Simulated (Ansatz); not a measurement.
# F2H3NSn: the cost of one run

Computed with Ansatz 0.2.0 through its Python package. Level of theory: B3LYP/def2-SVPD.

## (1) Starting point

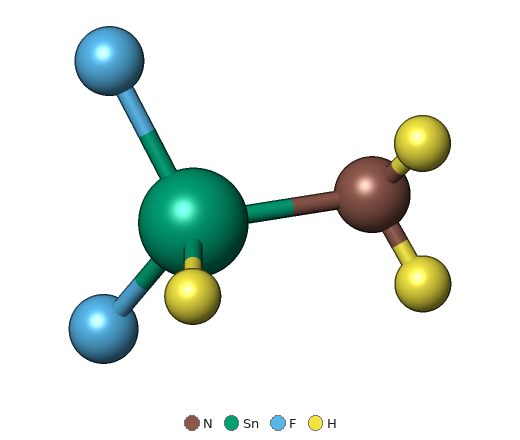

The starting structure, viewed from a chosen angle; nitrogen brown, tin teal, fluorine blue, hydrogen yellow.

f2h3nsn.xyz, read by the script:

```xyz
7

N    -0.89400    0.94230    0.07840
Sn    0.34710   -0.61950    0.07860
F     0.89170   -0.96900    1.88780
F    -0.47900   -2.17170   -0.63540
H    -0.39720    1.80550    0.38700
H    -1.17980    1.18850   -0.93480
H     1.77260   -0.24410   -0.90730
```

## (2) The code

The input, bde.py:

```python
"""Cost of removing each kind of hydrogen from F2H3NSn, fragments frozen."""

import ansatz as az


def energy(molecule, charge=0, unpaired=0):
    calc = (
        molecule.calculation()
        .basis(gaussian="def2-SVPD")  # atom-centred Gaussian functions
        .functional("B3LYP")
    )
    if charge:
        calc = calc.charge(charge)
    if unpaired:
        calc = calc.spin("collinear", total=unpaired)
    report = calc.run().report
    if report["published_state_doubts"]:
        print("  doubts:", report["published_state_doubts"])
    return report["free_energy_ev"]

def without(molecule, index):
    rest = az.Crystal.molecule()
    for i, site in enumerate(molecule.cartesian_sites):
        if i != index:
            rest = rest.atom(site.symbol, site.position_ang)
    return rest

geometry = az.Crystal.molecule_from_extxyz("f2h3nsn.xyz")

whole = energy(geometry, 0)
hydrogen = energy(az.Crystal.molecule().atom("H", (0, 0, 0)), 0, 1)
print(f"E(molecule) = {whole:.5f} eV, E(H) = {hydrogen:.5f} eV")
for index in [5, 6]:
    radical = energy(without(geometry, index), 0, 1)
    print(f"H{index}: homolysis {23.060548 * (radical + hydrogen - whole):.1f} kcal/mol")
```

## (3) The calls as engine input

The engine receives this input (first run):

```yaml
crystal:
  periodic: [false, false, false]
  atoms:
    - { symbol: "N", position_ang: [-0.894, 0.9423, 0.0784] }
    - { symbol: Sn, position_ang: [0.3471, -0.6195, 0.0786] }
    - { symbol: F, position_ang: [0.8917, -0.969, 1.8878] }
    - { symbol: F, position_ang: [-0.479, -2.1717, -0.6354] }
    - { symbol: H, position_ang: [-0.3972, 1.8055, 0.387] }
    - { symbol: H, position_ang: [-1.1798, 1.1885, -0.9348] }
    - { symbol: H, position_ang: [1.7726, -0.2441, -0.9073] }
basis:
  gaussian:
    orbitals: def2-SVPD
hamiltonian:
  xc: b3lyp
```

## (4) Running it

On the command line:

```console
> python bde.py
```

What time and memory should one allow on 1 thread of AMD EPYC 7R43 (Zen 3), shared host?

About 22 s, with a peak of 0.37 GiB.
